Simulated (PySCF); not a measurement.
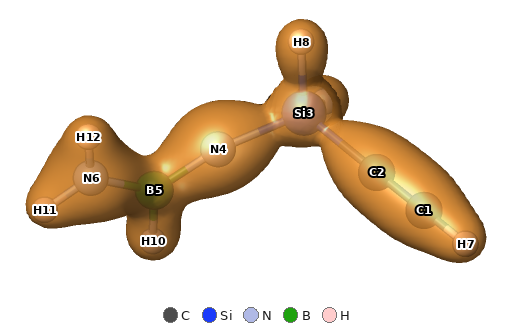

The picture shows: C2H6BN2Si (SMILES C#C[SiH2][N]BN) (doublet). Isosurface of the electron density at 0.6 e/Å³ (orange), seen at a tilt.

Geometry: GFN2-xTB.

Level of theory: UKS B3LYP, pcH-1 on B C H N Si, non-relativistic, mean-field spin-orbit, GIAO (PySCF 2.14.0, density-fitted response routines).

Input

```
{"job": {"kind": "epr", "basis": "pcH-1"}, "charge": 0, "multiplicity": 2}
C      3.258901     0.874708    -0.306886
C      2.213976     0.772181     0.278251
Si     0.606668     0.614304     1.196662
N     -0.632923     0.041366     0.229520
B     -1.579698    -0.213702    -0.706356
N     -2.244654    -1.431634    -0.905001
H      4.173129     0.962821    -0.821613
H      0.784044    -0.415027     2.239333
H      0.271998     1.923014     1.781200
H     -1.873504     0.701022    -1.404973
H     -2.939747    -1.579904    -1.612348
H     -2.036991    -2.249835    -0.361428
```

Command:

```sh
OMP_NUM_THREADS=1 python probes_run.py task.json out
```

How is the density connected at this value?

Answer. At this value the surface is in one piece. It bridges the sampled C–C (1.20 Å), B–N (1.36 Å), Si–N (1.67 Å) and C–Si (1.86 Å) contacts, where the density stays above the isovalue. On the grid the lowest density along these lines, outside the cores, is 2.8 e/Å³ (C–C, 1.20 Å), 1.6 e/Å³ (B–N, 1.36 Å), 1.1 e/Å³ (Si–N, 1.67 Å) and 0.78 e/Å³ (C–Si, 1.86 Å).
